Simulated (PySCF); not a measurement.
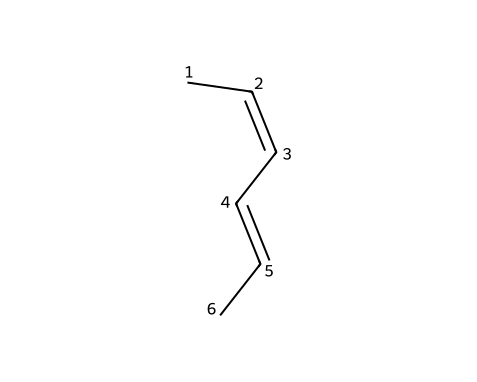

Skeletal drawing with numbered atoms; wedges and dashes mark any stereocentres. The configuration is that of a computed structure (PBE0-D3(BJ)/def2-SVP).

What are the Cahn–Ingold–Prelog descriptors?

C2=C3: Z; C4=C5: E.
